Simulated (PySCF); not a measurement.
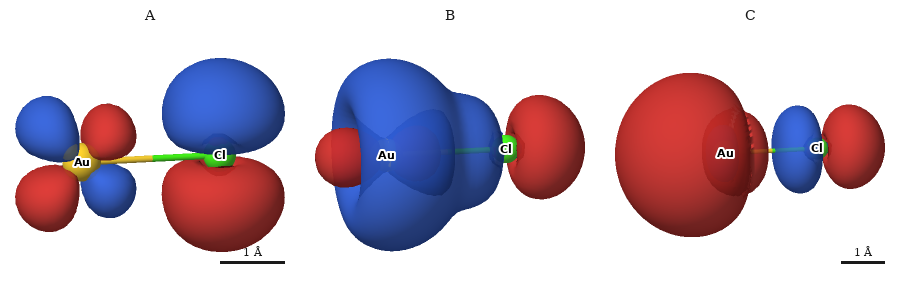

*AuCl. Three frontier orbitals, each drawn at the value that holds 80 % of its norm (red and blue are the two phases), in no order; of a degenerate pair one member is drawn.*

Core potentials replace the inner electrons of Au.

Level of theory: PBE0/cc-pVDZ(-PP), non-relativistic Hamiltonian with scalar-relativistic core potentials where named, at a bond length of 2.239 Å (PySCF).

Name the orbitals and rank them from lowest to highest energy.

Orbital B: σ, occupied, −8.40 eV; mainly on Au (75 %).
Orbital A: π, occupied, −7.97 eV; mainly on Cl (70 %).
Orbital C: σ, empty, −3.84 eV; mainly on Au (80 %).
